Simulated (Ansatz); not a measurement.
Take GaN in the zinc blende structure (space group F-43m, No. 216; a = 4.498 Å) as the base.

One thing is altered: every lattice vector is shortened by 2.10 %; the atoms relax in the strained cell.

The values are results of Ansatz (a quantum-chemistry and plane-wave program), r2SCAN, PAW, cutoff 500 eV, scalar-relativistic without spin-orbit coupling, earlier PAW set, not measurements.

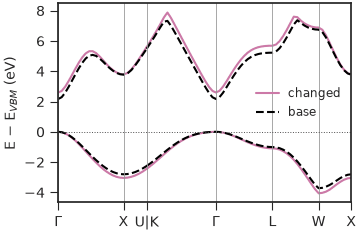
Figure: Highest valence and lowest conduction band along the path, each from its own valence-band maximum

From the figure, how large is the changed gap, and is it direct?

About 2.6 eV, direct at Γ.

Whether these cells are dynamically stable was not tested. This is not the structure that GaN has at room temperature and ambient pressure.
